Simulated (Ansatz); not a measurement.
A ladder of methods for SiH3F (SMILES F[SiH3])

SiH3F: 5 atoms, total charge 0, spin state singlet. As SMILES, `F[SiH3]`. The shape was relaxed beforehand at PBE0/def2-SVP.

```xyz
5

F    -1.2947    0.1656    0.8716
Si    0.0435   -0.0194   -0.0309
H    -0.3641   -0.1939   -1.4524
H     0.7765   -1.2230    0.4498
H     0.8888    1.1971    0.1204
```

Quantity: the dissociation energy of the Si2–F1 bond into doublet SiH3 and doublet F (shapes relaxed at PBE0/def2-SVP, no zero-point term), in eV. The values are calculated.

| level | kind | program | value (eV) | less CCSD(T)/def2-TZVPP | CPU time (all runs) |
| --- | --- | --- | --- | --- | --- |
| HF/def2-TZVPP | Hartree–Fock | Ansatz | 4.95 | -1.52 | 0.73 s |
| SVWN5/def2-TZVPP | LDA | Ansatz | 7.41 | +0.94 | 1.1 s |
| BLYP/def2-TZVPP | GGA | Ansatz | 6.49 | +0.02 | 1.9 s |
| r2SCAN/def2-TZVPP | meta-GGA | Ansatz | 6.42 | -0.05 | 4.3 s |
| B3LYP/def2-TZVPP | global hybrid | Ansatz | 6.45 | -0.02 | 2.1 s |
| PBE0-D4/def2-TZVPP | global hybrid | Ansatz | 6.35 | -0.12 | 2 s |
| CAM-B3LYP/def2-TZVPP | range-separated hybrid | Ansatz | 6.58 | +0.11 | 2.5 s |
| B2PLYP/def2-TZVPP | double hybrid | Ansatz | 6.54 | +0.07 | 3.4 s |
| CCSD(T)/def2-TZVPP | coupled cluster or CI | Ansatz | 6.47 | 0.00 | 6.6 s |

CCSD(T)/def2-TZVPP is the highest level here, not the true value. The values span 4.95 to 7.41 eV. Hartree–Fock misses the correlation of the electron pair that is broken and comes out low. Measured bond enthalpies also hold zero-point and thermal terms, a few tenths of an eV less. Times are those of the runs behind each value, whatever else they computed, on shared processors of several kinds: orders of magnitude only.

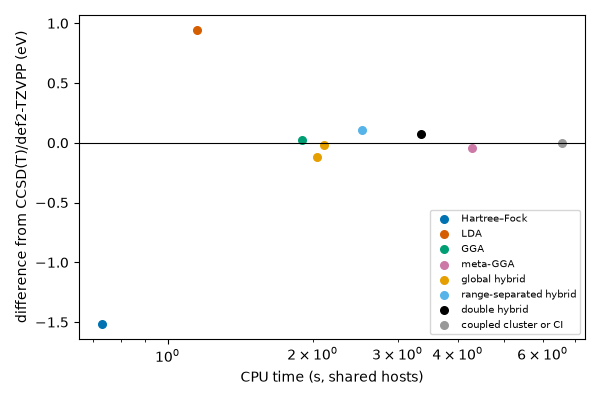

Difference from CCSD(T)/def2-TZVPP against processor time, one point a level.
